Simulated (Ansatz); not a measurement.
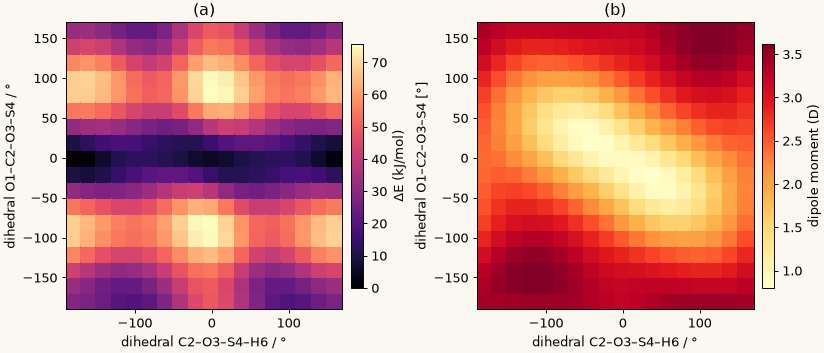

CH₂O₂S, SMILES O=COS. 
- First axis: dihedral C2–O3–S4–H6. Second axis: dihedral O1–C2–O3–S4.
- Nothing is relaxed (all other coordinates rigid).
- Grid: 18 × 18 points; 164 points were computed and 160 follow by symmetry.
- Energies: kJ/mol, counted from the lowest grid point.
- Computed with RKS PBE0-D4/def2-TZVP in Ansatz 0.2.0.

Panel (a) is the energy; panel (b) is the computed dipole moment, in D.

The picture shows one coloured cell a grid point.

**How does the dipole moment vary over the map, and what is it at the lowest grid point?**

Leaving out the highest fifth of the energies, it runs from 0.80 D at dihedral C2–O3–S4–H6 = −40°, dihedral O1–C2–O3–S4 = 20° to 3.62 D at dihedral C2–O3–S4–H6 = −120°, dihedral O1–C2–O3–S4 = −140°. At the lowest grid point, dihedral C2–O3–S4–H6 = −180°, dihedral O1–C2–O3–S4 = 0°, it is 2.41 D.

| dihedral O1–C2–O3–S4 ↓, dihedral C2–O3–S4–H6 → | −180 | −140 | −100 | −60 | −20 | 20 | 60 | 100 | 140 |
| --- | --- | --- | --- | --- | --- | --- | --- | --- | --- |
| 160 | 3.37 | 3.20 | 3.20 | 3.24 | 3.22 | 3.22 | 3.44 | 3.59 | 3.57 |
| 120 | 3.07 | 2.62 | 2.45 | 2.54 | 2.74 | 2.96 | 3.25 | 3.49 | 3.45 |
| 80 | 2.65 | 2.11 | 1.67 | 1.57 | 1.87 | 2.35 | 2.77 | 3.05 | 3.03 |
| 40 | 2.48 | 1.95 | 1.30 | 0.88 | 1.07 | 1.60 | 2.08 | 2.47 | 2.66 |
| 0 | 2.41 | 2.21 | 1.74 | 1.25 | 0.91 | 0.91 | 1.25 | 1.74 | 2.21 |
| −40 | 2.48 | 2.66 | 2.47 | 2.08 | 1.60 | 1.07 | 0.88 | 1.30 | 1.95 |
| −80 | 2.65 | 3.03 | 3.05 | 2.77 | 2.35 | 1.87 | 1.57 | 1.67 | 2.11 |
| −120 | 3.07 | 3.45 | 3.49 | 3.25 | 2.96 | 2.74 | 2.54 | 2.45 | 2.62 |
| −160 | 3.37 | 3.57 | 3.59 | 3.44 | 3.22 | 3.22 | 3.24 | 3.20 | 3.20 |

The table holds every second grid line.
